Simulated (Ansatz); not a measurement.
Breaking the Al1–O2 bond in AlO (multiplicity 2 held). Energies count from the point at 1.627 Å.


R- and RO- levels are restricted; in cc, def2 and unpolarised 6-31G sets they are followed outwards from rest. U- levels take the lowest unrestricted solution at each point, which mixes spins at long bonds. Curves can end on different states.

Correlated levels freeze the cores.

The values were computed with Ansatz (a first-principles code) with Gaussian orbitals. Values without a source in brackets are computed.

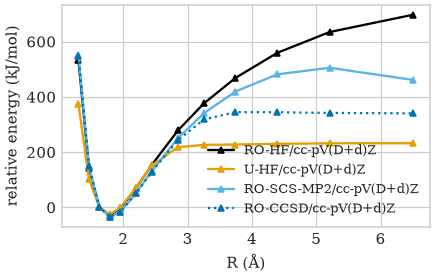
Figure. Relative energy along the coordinate

Task: Read off the U-HF/cc-pV(D+d)Z curve at R = 5.208.

Result: about 230 kJ/mol

Doubts at one or more of the structures used: a restricted determinant that unrestricted orbitals would lower (RO-HF/cc-pV(D+d)Z, RO-SCS-MP2/cc-pV(D+d)Z, RO-CCSD/cc-pV(D+d)Z); a spin-contaminated determinant (U-HF/cc-pV(D+d)Z); T1 above 0.05 (RO-CCSD/cc-pV(D+d)Z); other coupled-cluster roots lie near (RO-CCSD/cc-pV(D+d)Z).
